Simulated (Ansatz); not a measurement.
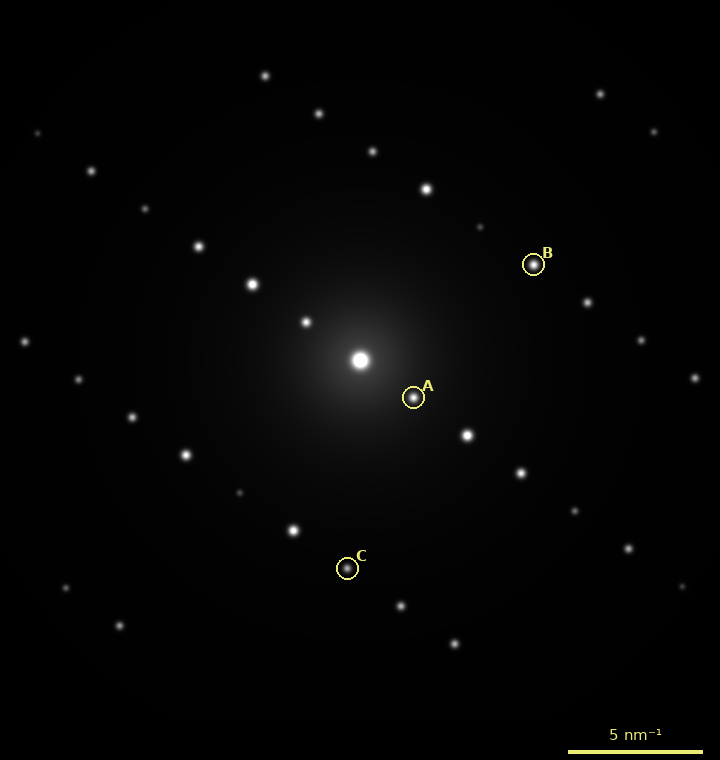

Simulated selected-area electron diffraction pattern (200 kV, kinematic approximation, thin crystal, B = 0.8 Å² for all atoms). The zone axis points towards the electron source and the pattern is seen from the source side.

Crystal: Bi, space group R-3m (No. 166), a = 4.58 Å, c = 12.18 Å (hexagonal axes). Structure: the input geometry of an electronic-structure calculation (not necessarily at equilibrium).

```cif
data_structure
_symmetry_space_group_name_H-M 'R-3m:H'
_symmetry_Int_Tables_number 166
_cell_length_a 4.5815
_cell_length_b 4.5815
_cell_length_c 12.1819
_cell_angle_alpha 90.000
_cell_angle_beta 90.000
_cell_angle_gamma 120.000
_cell_volume 221.45
loop_
_atom_site_label
_atom_site_type_symbol
_atom_site_symmetry_multiplicity
_atom_site_Wyckoff_symbol
_atom_site_fract_x
_atom_site_fract_y
_atom_site_fract_z
_atom_site_occupancy
Bi1 Bi 6 c 0.00000 0.00000 0.23352 1
```

Spot A is indexed 0 0 -3 and spot B -1 3 -4.

**Index the other marked spot.**

C = 3A − B = 1 -3 -5 (d = 1.277 Å).

**Give [uvw].**

The cross product of A and B is parallel to [310]; every spot obeys hu + kv + lw = 0.

**What are the spacings of A and B and the angle between them?**

d(A) = 4.061 Å, d(B) = 1.345 Å, and the angle is 63.8°.
